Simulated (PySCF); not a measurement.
System: C6H3F3N (SMILES [H]/[C]=N\[C@H](C#C)C(F)=C(F)F) (doublet).

Input file:

```
{"job": {"kind": "epr", "basis": "pcH-1"}, "charge": 0, "multiplicity": 2}
C     -0.727163    -1.186801    -1.851643
N     -0.891208    -1.350971    -0.676669
C     -0.437174    -0.693929     0.589849
C     -1.206100     0.517377     0.773560
C     -1.862239     1.513280     0.880190
C      1.030448    -0.436651     0.559322
F      1.790205    -1.304006     1.257344
C      1.643830     0.488530    -0.182077
F      2.954349     0.664392    -0.266414
F      0.999651     1.385018    -0.922369
H     -0.215002    -0.570220    -2.565622
H     -0.657327    -1.414549     1.385215
H     -2.426658     2.389017     1.001586
```

Command:

```sh
OMP_NUM_THREADS=1 python probes_run.py task.json out
```

Geometry: GFN2-xTB.

All numbers below come from PySCF 2.14.0, density-fitted response routines, UKS B3LYP, pcH-1 on C F H N, non-relativistic, mean-field spin-orbit, GIAO.

**What will maps of the electron density, electron localisation function and spin density show?**

C–F (1.32 Å): ρ is about 2.4 e/Å³ halfway; the ELF peaks at about 0.85 between the atoms: a polar covalent bond.
C–C (1.33 Å): ρ at the midpoint is about 2.3 e/Å³; the ELF peaks at about 0.90 between the atoms (a short, multiple covalent bond).
The unpaired spin (1 electron) lies mostly on C1 (about 0.6), N2 (about 0.2), H11 (about 0.1) and C3 (about 0.1), in electrons by Hirshfeld's partition.

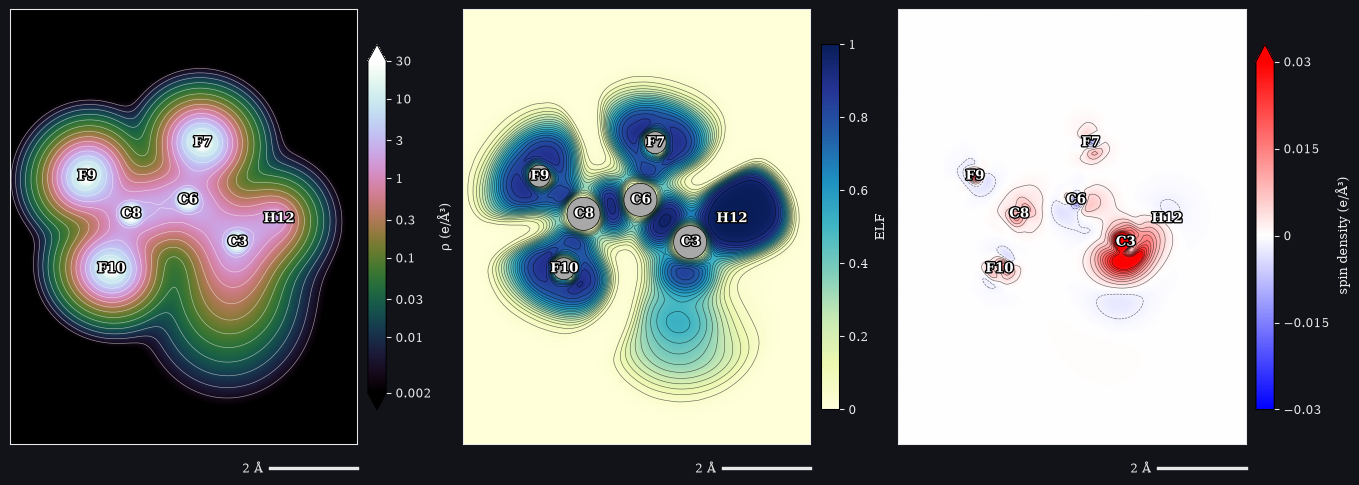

Computed electron density, electron localisation function and spin density on the plane of atoms F9, C8 and F10, in this order. Grey discs cover the atomic cores in the ELF map. 
